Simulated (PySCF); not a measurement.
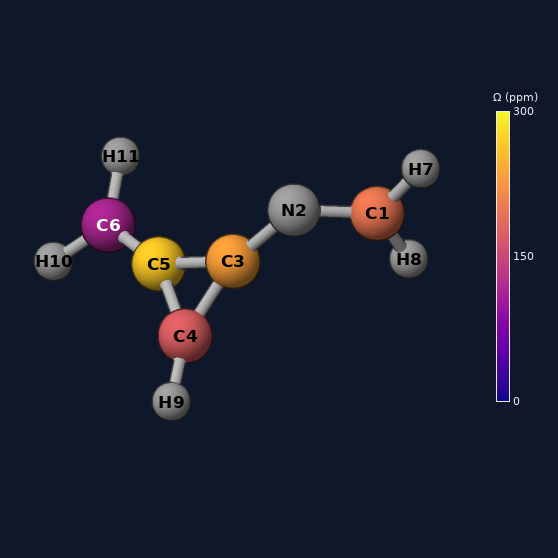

The C atoms are coloured by the span of their shielding tensor. The computed structure is the end point of a PBE0-D3(BJ)/def2-SVP optimisation. No frequency run is at hand to confirm it as a minimum. Properties computed with GIAO CAM-B3LYP/pcSseg-2 NMR shielding, non-relativistic, gas phase (PySCF 2.14.0). Principal shieldings σ11 ≤ σ22 ≤ σ33, span Ω = σ33 − σ11, skew κ = 3(σiso − σ22)/Ω.

Question. Which C atom has the most anisotropic shielding?

Answer. C5, with a span of 266 ppm.

Give the shielding tensors of the C atoms.

| atom | σ11 | σ22 | σ33 | σiso | Ω | κ |
| --- | --- | --- | --- | --- | --- | --- |
| C1 | −67.6 | −0.7 | 132.3 | 21.4 | 199.9 | 0.33 |
| C3 | −90.0 | 17.7 | 143.4 | 23.7 | 233.5 | 0.08 |
| C4 | 0.0 | 40.6 | 175.9 | 72.2 | 176.0 | 0.54 |
| C5 | −82.8 | 31.4 | 183.3 | 44.0 | 266.2 | 0.14 |
| C6 | 59.9 | 138.5 | 176.1 | 124.8 | 116.2 | −0.35 |

Shieldings and span in ppm.
